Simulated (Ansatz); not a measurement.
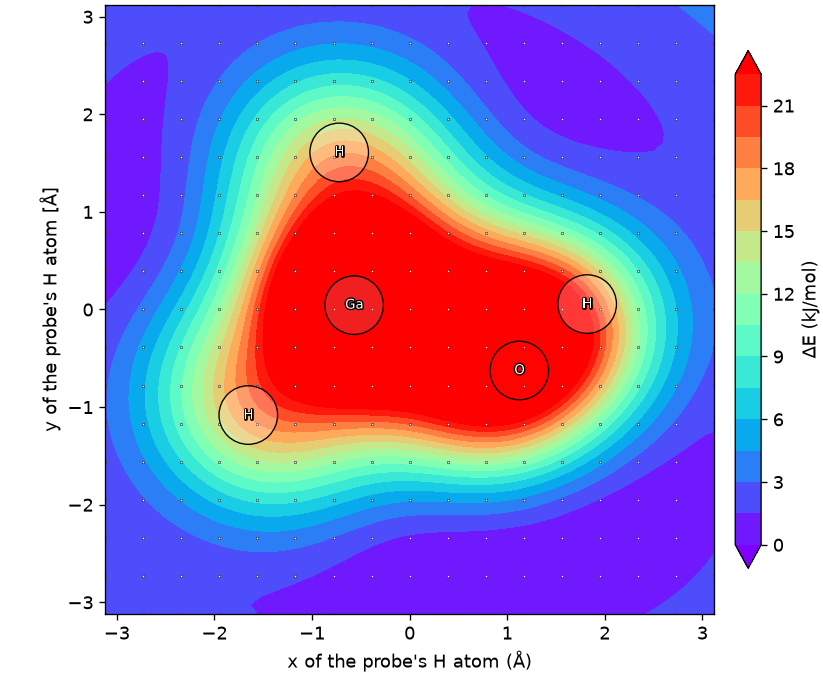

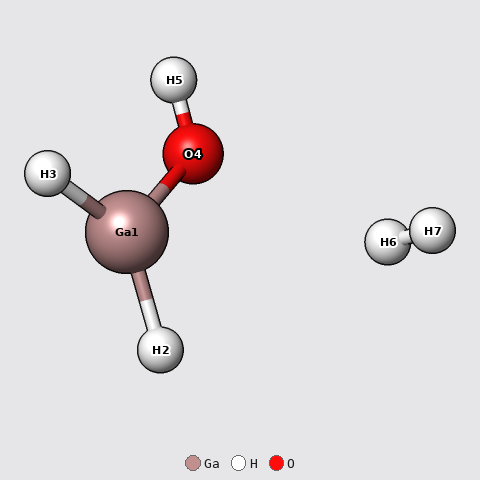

Energy landscape of GaH₃O with the probe H2. The probe is moved over a plane parallel to the molecule's main plane, 1.70 Å above it. First axis: x of the probe's H atom. Second axis: y of the probe's H atom. Nothing is relaxed (molecule and probe rigid, the probe upright with H nearest the plane). The grid has 17 × 17 points. Points are written as (first, second). All energies are given in kJ/mol relative to the lowest grid point. These are results of Ansatz 0.2.0, RKS PBE-D4/def2-SVPD, not measurements.

In the figure: filled contours, dots at the grid points, labelled circles for the molecule's atoms, projected on the plane, one colour for all values above the top of the scale. Between grid points the surface is interpolated. The second picture is the structure at the lowest point.

### Describe this landscape.

The lowest grid point is at (0.78 Å, −2.73 Å). The energy also falls towards the edge at (−3.12 Å, 0.78 Å) (0.5 kJ/mol above the lowest), where a further well may lie outside the range. There is a further well near (1.56 Å, 2.34 Å) (0.9 kJ/mol above the lowest at that grid point). The highest grid point, (−0.39 Å, 0.00 Å), lies 45.6 kJ/mol above the lowest.

Each point was launched as `ansatz run input.yaml --threads 1 --pin off --max-ram 2560MiB --backend cpu --events-out ev --progress --plain --runs-dir out`. The whole map (289 points run) took 13 min on 1 thread of Arm Neoverse V1, with other jobs on the host.
